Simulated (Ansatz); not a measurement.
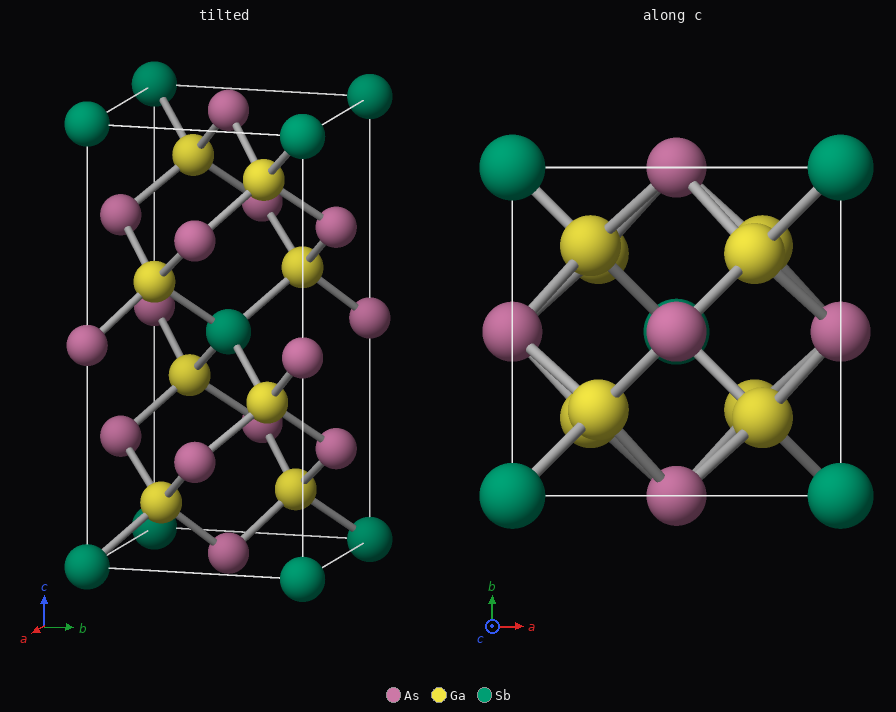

Crystal structure, ball-and-stick style, seen slightly off an axis and along the c axis. The outline marks the conventional unit cell.

Ga₄SbAs₃, space group I-42m (No. 121), a = 5.787 Å, b = 5.787 Å, c = 11.557 Å, α = 90.00°, β = 90.00°, γ = 90.00°. The structure comes from a structure type filled with these elements by a generator (whether the compound takes this form wasn't checked). Earlier steps of the study, as a rule a relaxation of our own, may have changed the cell and positions, so they can lie some per cent off the listed ones. It went into a calculation with Ansatz.

This one geometry was computed with Ansatz (DFT, plane waves, PAW) at five levels of theory: PBE with spin-orbit coupling, HSE06, PBE0, r2SCAN and PBE. It was relaxed beforehand with r2SCAN.

### Which level gives the highest pressure at this volume, and what does that say about its equilibrium volume?

Highest: PBE with spin-orbit coupling (2.5 GPa) and PBE (2.5 GPa), which points to the largest equilibrium volume. Lowest, with the smallest volume: HSE06 (0.4 GPa), PBE0 (0.2 GPa) and r2SCAN (0.0 GPa). Levels within 0.5 GPa of each other can't be told apart.

### How does the band gap change with the level of theory?

PBE with spin-orbit coupling: a gap of 0.06 eV, direct; PBE: a gap of 0.20 eV, direct; r2SCAN: a gap of 0.64 eV, direct; HSE06: a gap of 1.01 eV, direct; PBE0: a gap of 1.57 eV, direct.

### Collect the results in a table.

| level | cutoff (eV) | k-mesh of the run's cell | gap (eV) | pressure (GPa) |
| --- | --- | --- | --- | --- |
| PBE with spin-orbit coupling | 420 | 6×6×6 | 0.06 | 2.5 |
| HSE06 | 420 | 4×4×4 | 1.01 | 0.4 |
| PBE0 | 420 | 4×4×4 | 1.57 | 0.2 |
| r2SCAN | 500 | 6×6×6 | 0.64 | 0.0 |
| PBE | 420 | 6×6×6 | 0.20 | 2.5 |

Gaps are taken on the k-mesh or band path of each run.
